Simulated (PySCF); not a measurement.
# A series of small molecules: tetrahydrides MH4

Gas-phase molecules at GFN2-xTB geometries (not checked as minima at the level of the calculation), PBE0/def2-TZVP with PySCF. The ionisation energy is E(cation) − E(neutral) at fixed geometry, without spin-orbit coupling; where the highest orbital is degenerate, the cation is one component. LUMO energies depend on the basis. GFN2-xTB bonds to atoms past the second row can be off by 0.02 to 0.07 Å and angles by up to several degrees, which can move orbital and ionisation energies by up to 0.5 eV and charges by 0.01 to 0.02 e, so small steps and misses may come from the geometries. Volumes are summed on a coarse grid and good to about 2 %. Core potentials replace the inner electrons of Pb and Sn. Electronegativities are Pauling's, radii Cordero's.

| molecule | electronegativity of M | covalent radius of M (Å) | Hirshfeld charge of the central atom (e) | HOMO energy (eV) | vertical ionisation energy (eV) | HOMO–LUMO gap (eV) | volume inside the 0.001 a.u. surface (Å³) |
| --- | --- | --- | --- | --- | --- | --- | --- |
| CH4 | 2.55 | 0.76 | −0.175 | −11.02 | 14.13 | 12.74 | 42 |
| SiH4 | 1.90 | 1.11 | 0.287 | −9.91 | 12.51 | 11.05 | 62 |
| GeH4 | 2.01 | 1.20 | ? | ? | ? | ? | ? |
| SnH4 | 1.96 | 1.39 | 0.381 | −9.26 | 11.64 | 10.18 | 74 |
| PbH4 | 2.33 | 1.46 | 0.343 | −8.95 | 11.25 | 8.82 | 78 |

The results for GeH4 are withheld.

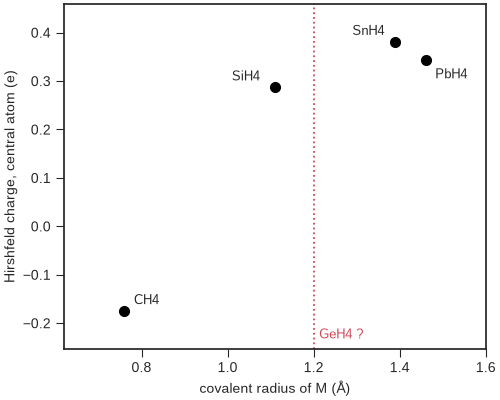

What does the trend of the Hirshfeld charge of the central atom with the covalent radius of M predict for GeH4?

A least-squares line through the four given members is y = −0.682 + 0.755 x, with R² = 0.86 and a scatter of 0.118 e; SiH4 lies farthest from it (+0.131 e). At x = 1.20 it gives 0.224 e. For a new member the 90 % prediction interval is ±0.385 e. The slope hangs largely on CH4, which lies far from the others. The misses run in a curve, so a straight line is a rough model here.

How does the computed value compare?

The calculation gives 0.265 e, 0.041 e above the estimate (0.3 times the scatter, 7 % of the range of the series): inside the prediction interval, which is so wide that this tests little. Its other results: HOMO energy −9.77 eV, vertical ionisation energy 12.34 eV, HOMO–LUMO gap 11.21 eV and volume inside the 0.001 a.u. surface 64 Å³.

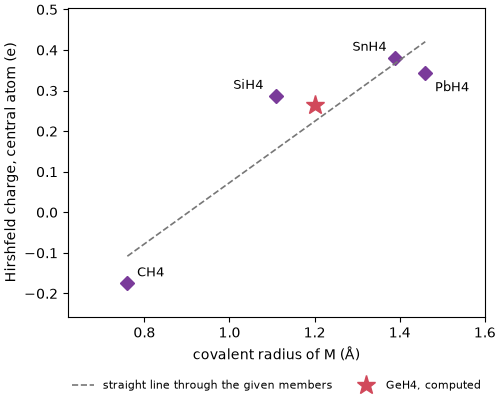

Over the series −ε(HOMO) lies 2.30 to 3.11 eV below the ionisation energy from total-energy differences, since this functional puts filled levels too high (delocalisation error). The pairing was chosen among those with R² above 0.80; series and pairings with weaker trends are left out of this set.

The single runs took from 2 s to 34 s, on 1 thread of shared hosts (four kinds of processor).
